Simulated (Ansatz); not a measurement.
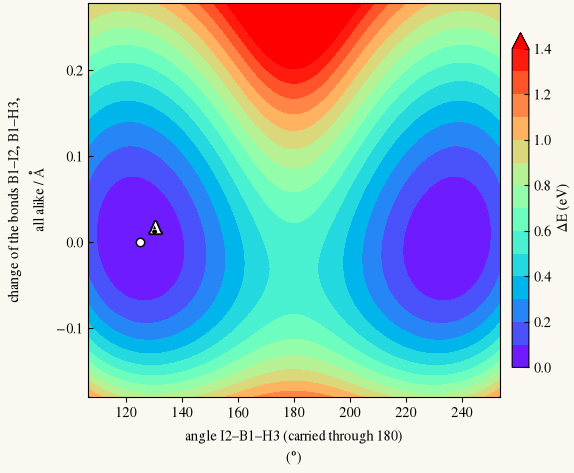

BHI, SMILES [BH]I, spin multiplicity 2. 
- The first coordinate is: angle I2–B1–H3 (carried through 180); the second: change of the bonds B1–I2, B1–H3, all alike.
- Nothing is relaxed (all other coordinates rigid).
- Grid: 15 × 15 points; 120 points were computed and 105 follow by symmetry.
- Points are written as (first, second).
- All energies are given in eV relative to the relaxed molecule at the same level.
- The calculation used UKS B3LYP-D4/def2-TZVP in Ansatz 0.2.0.

Drawn: filled contours, one colour for all values above the top of the scale, the point A. Between grid points the surface is interpolated.

What is the easiest way out of the well at A, and how high is the barrier?

The easiest path leads from the well at about (125°, 0.00 Å) to a well of about the same depth at about (235°, 0.00 Å). Its highest point lies about 0.54 eV above the bottom of the first well on the interpolated surface, at about (180°, −0.03 Å). The start is the relaxed structure and all else is held, so a fully relaxed path at this level can only be lower.

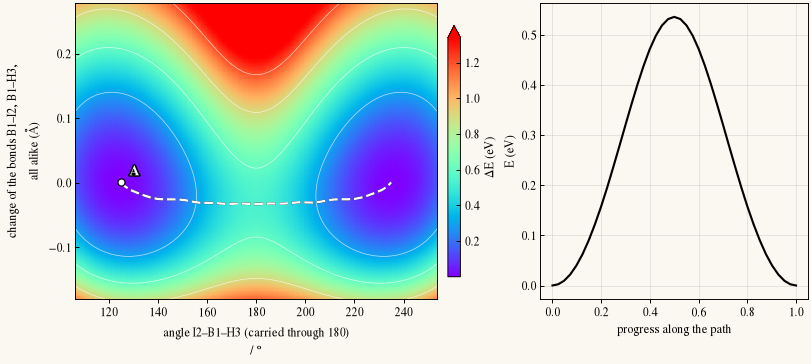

Drawn: a smooth colour map with a few white contour lines, a line along the lowest path, one colour for all values above the top of the scale, the energy along the path at the right. Between grid points the surface is interpolated.
